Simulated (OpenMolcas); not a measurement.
# SF (Monosulfur monofluoride), step by step

We compute the energy (UHF/ANO-S-MB), then the energy (CASSCF(7,5)/ANO-S-VDZP), then a single-point energy (CASPT2(7,5)/ANO-S-VDZP) of SF (Monosulfur monofluoride). 

Program for the calculation: OpenMolcas 26.06.

## (1) The structure to begin with

SF: 2 atoms, total charge 0, spin state doublet. SMILES: `F[S]`. Geometry: relaxed at GFN2-xTB.

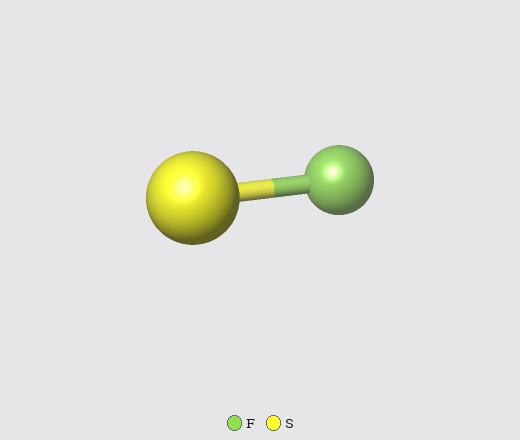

The structure, seen from a chosen angle (fluorine green, sulfur yellow).

## (2) The energy at UHF/ANO-S-MB (run 1)

coord.xyz

```xyz
2

F      0.000000     0.000000     0.000000
S      0.000000     0.000000     1.626530
```

step1.input

```
&GATEWAY
 Coord = coord.xyz
 Basis = ANO-S-MB
 Group = NoSym

&SEWARD

&SCF
 UHF
 Spin = 2
 PrOrbitals = 0
```

The run is started by

```console
$ export MOLCAS_MEM=1860
$ pymolcas step1.input > step1.log
```

The log of the run, shortened:

```text
--- Start Module: gateway ---
[...]
--- Stop Module: gateway /rc=_RC_ALL_IS_WELL_ ---
--- Start Module: seward ---
[...]
      Basis functions           14
--- Stop Module: seward /rc=_RC_ALL_IS_WELL_ ---
--- Start Module: scf ---
[...]
       Convergence after  11 Iterations
[...]
::    Total SCF energy                               -496.8352381710
[...]
      Total spin, S                                     0.5012843095
[...]
      Total electronic charge=   25.000000
      Total            charge=   -0.000000
[...]
      Dipole Moment (debye):
      Origin of the operator (angstrom)=    0.0000    0.0000    1.0203
                   X= -3.8803E-16               Y= -9.6154E-17               Z=  1.3427E+00           Total=  1.3427E+00
      Quadrupole Moment (debye*angstrom):
[...]
--- Stop Module: scf /rc=_RC_ALL_IS_WELL_ ---
[...]
```

It took 1.6 s on 1 thread of Arm Neoverse V2, shared host; peak memory 0.37 GiB.

## (3) The energy at CASSCF(7,5)/ANO-S-VDZP (RICD fitting) (run 2)

coord.xyz is that of step 2.

step2.input

```
* FS CASSCF

&GATEWAY
 COORD = coord.xyz
 BASIS = ANO-S-MB
 GROUP = NoSym

&SEWARD

&RASSCF
 FILEORB = $CurrDir/step1.UnaOrb
 SPIN = 2
 NACTEL = 7 0 0
 INACTIVE = 9
 RAS2 = 5
 ORBLISTING = Nothing
>>> COPY $Project.RunFile RUNFIL1
>>> COPY $Project.RasOrb INPORB

&GATEWAY
 COORD = coord.xyz
 BASIS = ANO-S-VDZP
 GROUP = NoSym
 RICD

&SEWARD
>>> COPY $Project.RunFile RUNFIL2

&EXPBAS

&RASSCF
 FILEORB = $Project.ExpOrb
 SPIN = 2
 NACTEL = 7 0 0
 INACTIVE = 9
 RAS2 = 5
 ORBLISTING = Nothing
 ORBAPPEAR = Compact
```

The run is started by

```console
$ export MOLCAS_MEM=1860
$ pymolcas step2.input > step2.log
```

The log of the run, shortened:

```text
--- Start Module: gateway ---
[...]
--- Stop Module: gateway /rc=_RC_ALL_IS_WELL_ ---
[...]
      Basis functions           14
[...]
      Number of active orbitals                  5
[...]
      Spin quantum number                      0.5
[...]
      Active orbitals                            5
[...]
      Number of CSFs                            40
[...]
      Number of root(s) required                 1
[...]
      Convergence after 12 iterations
[...]
      printout of CI-coefficients larger than  0.05 for root  1
      energy=    -496.873840
      conf/sym  11111     Coeff  Weight
             7  2u220  -0.98033 0.96105
            19  u2d2u   0.07223 0.00522
            29  u2u2d   0.09472 0.00897
            33  2u022   0.14337 0.02055
      Natural orbitals and occupation numbers for root  1
      sym 1:   1.983327   1.015968   1.940751   1.996792   0.063162
      ************************************************************************************************************************
      *                                                    Final results                                                     *
[...]
::    RASSCF root number  1 Total energy:   -496.87384029
[...]
      Basis functions           32
[...]
--- Start Module: expbas ---
[...]
--- Stop Module: expbas /rc=_RC_ALL_IS_WELL_ ---
--- Start Module: rasscf ---
[...]
      Convergence after 15 iterations
[...]
      Natural orbitals and occupation numbers for root  1
      sym 1:   1.993430   1.006115   1.962480   1.999316   0.038659
      ************************************************************************************************************************
      *                                                    Final results                                                     *
[...]
::    RASSCF root number  1 Total energy:   -496.96560487
[...]
      Total electronic charge=   25.000000
      Total            charge=   -0.000000
[...]
      Dipole Moment (debye):
      Origin of the operator (angstrom)=    0.0000    0.0000    1.0203
                   X= -1.3660E-08               Y=  8.4150E-09               Z=  1.1864E+00           Total=  1.1864E+00
      Quadrupole Moment (debye*angstrom):
[...]
--- Stop Module: rasscf /rc=_RC_ALL_IS_WELL_ ---
[...]
```

Run time: 3.6 s. Hardware: 1 thread of Arm Neoverse V2, shared host; peak memory 0.37 GiB.

## (4) A single-point energy at CASPT2(7,5)/ANO-S-VDZP (RICD fitting, ipea shift 0.25 Eh, pt2 variant SS) (run 3)

coord.xyz is that of step 3.

step3.inp

```
&gateway
  coord=coord.xyz
  basis=ANO-S-VDZP
  group=NoSym
  ricd

&seward

&rasscf
  fileorb=$CurrDir/step2.RasOrb
  spin=2
  nactel=7 0 0
  inactive=9
  ras2=5
  orblisting=Nothing
  orbappear=Compact

&caspt2
  imaginary=0.2
```

The run is started by

```console
$ export MOLCAS_MEM=1860
$ pymolcas step3.inp > step3.log
```

The log of the run, shortened:

```text
--- Start Module: gateway ---
[...]
--- Stop Module: gateway /rc=_RC_ALL_IS_WELL_ ---
[...]
      Basis functions           32
[...]
--- Start Module: rasscf ---
[...]
      Number of active orbitals                  5
[...]
      Spin quantum number                      0.5
[...]
      Active orbitals                            5
[...]
      Number of CSFs                            40
[...]
      Number of root(s) required                 1
[...]
      Convergence after  4 iterations
[...]
      printout of CI-coefficients larger than  0.05 for root  1
      energy=    -496.965605
      conf/sym  11111     Coeff  Weight
             7  2u220  -0.98875 0.97762
            29  u2u2d   0.05918 0.00350
            33  2u022   0.12372 0.01531
      Natural orbitals and occupation numbers for root  1
      sym 1:   1.993430   1.006115   1.962478   1.999316   0.038661
      ************************************************************************************************************************
      *                                                    Final results                                                     *
[...]
::    RASSCF root number  1 Total energy:   -496.96560487
[...]
      Total electronic charge=   25.000000
      Total            charge=   -0.000000
[...]
      Dipole Moment (debye):
      Origin of the operator (angstrom)=    0.0000    0.0000    1.0203
                   X= -1.3627E-08               Y=  1.0098E-08               Z=  1.1863E+00           Total=  1.1863E+00
      Quadrupole Moment (debye*angstrom):
[...]
--- Stop Module: rasscf /rc=_RC_ALL_IS_WELL_ ---
--- Start Module: caspt2 ---
[...]
      E2 (Variational):          -0.2770320582
      Total energy:            -497.2426369262
[...]
      Reference weight:           0.91902
[...]
::    CASPT2 Root  1     Total energy:   -497.24263693
[...]
--- Stop Module: caspt2 /rc=_RC_ALL_IS_WELL_ ---
[...]
```

Wall time 1.8 s (1 thread of Arm Neoverse V2, shared host); peak memory 0.082 GiB.

## (5) What came out

| quantity | value |
| --- | --- |
| run 1, UHF/ANO-S-MB: total energy | -496.83524 Eh |
| run 1, UHF/ANO-S-MB: dipole moment | 1.34 D |
| run 1, UHF/ANO-S-MB: HOMO energy (highest over α and β) | -11.30 eV |
| run 1, UHF/ANO-S-MB: LUMO energy (lowest over α and β) | -0.79 eV |
| run 1, UHF/ANO-S-MB: ⟨S²⟩ | 0.753 |
| run 2, CASSCF(7,5)/ANO-S-VDZP: total energy | -496.96560 Eh |
| run 2, CASSCF(7,5)/ANO-S-VDZP: dipole moment (CASSCF density) | 1.19 D |
| run 3, CASPT2(7,5)/ANO-S-VDZP: total energy | -497.24264 Eh |
| run 3, CASPT2(7,5)/ANO-S-VDZP: dipole moment (CASSCF density) | 1.19 D |
